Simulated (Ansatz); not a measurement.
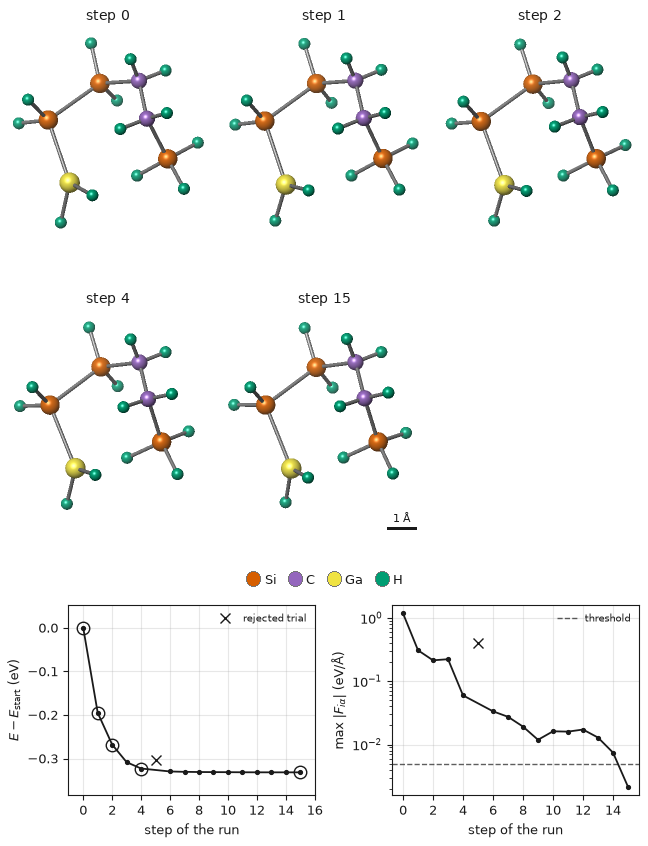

Frames of a relaxation of C$_{2}$H$_{13}$GaSi$_{3}$, marked on the history of the run. A ball-and-stick model, seen at a tilt.

The start comes from GFN2-xTB.

Computed with Ansatz, RKS PBE0-D4/def2-TZVP.

Input file:
```yaml
crystal:
  periodic: [false, false, false]
  atoms:
    - {symbol: Si, position_ang: [-1.565130, -1.454290, -0.288900]}
    - {symbol: C, position_ang: [-0.087460, -1.214660, 0.892770]}
    - {symbol: C, position_ang: [1.295100, -1.258420, 0.241480]}
    - {symbol: Si, position_ang: [1.652980, 0.162200, -0.986240]}
    - {symbol: Si, position_ang: [0.865940, 2.177540, -0.099030]}
    - {symbol: Ga, position_ang: [-1.467340, 2.016970, 0.422500]}
    - {symbol: H, position_ang: [-1.790410, -0.215040, -1.082810]}
    - {symbol: H, position_ang: [-1.257240, -2.552820, -1.206580]}
    - {symbol: H, position_ang: [-2.767250, -1.768260, 0.484670]}
    - {symbol: H, position_ang: [-0.136580, -1.990100, 1.662770]}
    - {symbol: H, position_ang: [-0.210380, -0.258680, 1.424830]}
    - {symbol: H, position_ang: [1.416270, -2.217820, -0.265120]}
    - {symbol: H, position_ang: [2.053010, -1.235060, 1.029560]}
    - {symbol: H, position_ang: [3.095100, 0.097360, -1.263390]}
    - {symbol: H, position_ang: [0.987920, -0.170260, -2.259370]}
    - {symbol: H, position_ang: [1.093780, 3.264260, -1.078630]}
    - {symbol: H, position_ang: [1.672810, 2.585280, 1.075300]}
    - {symbol: H, position_ang: [-2.671540, 2.742970, -0.377610]}
    - {symbol: H, position_ang: [-2.179570, 1.288800, 1.673780]}
basis:
  gaussian: {orbitals: def2-TZVP}
hamiltonian: {xc: pbe0, dispersion: d4}
relax: {f_tol: 0.005, max_steps: 150}
```

Launched with:
```bash
ansatz run in.yaml --threads 2 --pin off --events-out ev --progress --plain --max-ram 22528MiB --backend cuda --devices 0, --max-vram 18GiB
```

Describe the path.

Answer. Over 14 accepted moves (15 points after the start) the energy falls by 0.332 eV. The largest force component goes from 1.2 to 0.0021 eV/Å. The line search rejected the trial step at point 5 of the run. The atom that moves furthest after the best rigid fit is H18 (0.59 Å). By element the largest moves are H 0.59 Å, Ga 0.33 Å, Si 0.26 Å, C 0.15 Å. Among the contacts that change: Ga6–H7 2.711 → 2.028 Å, Si1–Ga6 3.545 → 3.161 Å, Ga6–H18 1.618 → 1.571 Å, Si1–C2 1.907 → 1.871 Å. Among the angles between lasting bonds that change: H18–Ga6–H19 104.9° → 119.1°, Si5–Ga6–H19 129.0° → 118.2°, H7–Si1–H8 108.8° → 103.3°. The run took about 30 s of wall time on a shared GPU. From step 0 to 1: H18 moves most (0.19 Å), energy −0.195 eV. From step 1 to 2: H7 moves most (0.17 Å), energy −0.073 eV. From step 2 to 4: H8 moves most (0.21 Å), energy −0.055 eV. From step 4 to 15: H18 moves most (0.20 Å), energy −0.009 eV.

```json
{"step": "0", "E − E(0), eV": "0.0000", "largest force component, eV/Å": "1.1822", "note": ""}
{"step": "1", "E − E(0), eV": "-0.1948", "largest force component, eV/Å": "0.3089", "note": ""}
{"step": "2", "E − E(0), eV": "-0.2679", "largest force component, eV/Å": "0.2144", "note": ""}
{"step": "3", "E − E(0), eV": "-0.3083", "largest force component, eV/Å": "0.2233", "note": ""}
{"step": "4", "E − E(0), eV": "-0.3228", "largest force component, eV/Å": "0.0598", "note": ""}
{"step": "5", "E − E(0), eV": "-0.3027", "largest force component, eV/Å": "0.3969", "note": "rejected"}
{"step": "6", "E − E(0), eV": "-0.3296", "largest force component, eV/Å": "0.0335", "note": ""}
{"step": "7", "E − E(0), eV": "-0.3304", "largest force component, eV/Å": "0.0274", "note": ""}
{"step": "8", "E − E(0), eV": "-0.3309", "largest force component, eV/Å": "0.0192", "note": ""}
{"step": "9", "E − E(0), eV": "-0.3311", "largest force component, eV/Å": "0.0119", "note": ""}
{"step": "10", "E − E(0), eV": "-0.3312", "largest force component, eV/Å": "0.0162", "note": ""}
{"step": "11", "E − E(0), eV": "-0.3314", "largest force component, eV/Å": "0.0160", "note": ""}
{"step": "12", "E − E(0), eV": "-0.3316", "largest force component, eV/Å": "0.0173", "note": ""}
{"step": "13", "E − E(0), eV": "-0.3316", "largest force component, eV/Å": "0.0129", "note": ""}
{"step": "14", "E − E(0), eV": "-0.3316", "largest force component, eV/Å": "0.0075", "note": ""}
{"step": "15", "E − E(0), eV": "-0.3316", "largest force component, eV/Å": "0.0021", "note": ""}
```
